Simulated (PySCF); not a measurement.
Cu(OH2)4, H₈CuO₄ (cation, charge +2), SMILES [OH2]->[Cu+2](<-[OH2])(<-[OH2])<-[OH2], doublet at its PBE0/def2-SVP optimised geometry (Å):

```
13

Cu     0.0004    -0.0004     0.0000
O     -1.9867    -0.0022    -0.0023
H     -2.5058     0.2747     0.7732
H     -2.5028    -0.7077    -0.4304
O      0.0006     1.5478    -1.2455
H     -0.2689     2.4397    -0.9637
H     -0.2816     1.4649    -2.1734
O      1.9875    -0.0004     0.0000
H      2.5058     0.6977     0.4376
H      2.5045    -0.2665    -0.7806
O      0.0002    -1.5492     1.2449
H      0.2740    -2.4397     0.9629
H      0.2781    -1.4668     2.1741
```

Computed with unrestricted PBE0/def2-TZVP in PySCF. Cells within 0.4 Å of a nucleus heavier than hydrogen are left out (blank, or x).

Map of the LUMO amplitude (α orbitals alone; a β orbital can be the lowest empty one) (bohr^(-3/2)) on the plane z = 0.0 Å; orbital energy -9.91 eV, overall sign arbitrary:

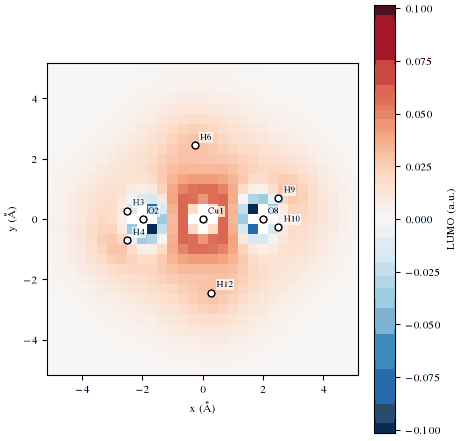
LUMO amplitude (α orbitals alone; a β orbital can be the lowest empty one) (bohr^(-3/2)) on the plane z = 0.0 Å.
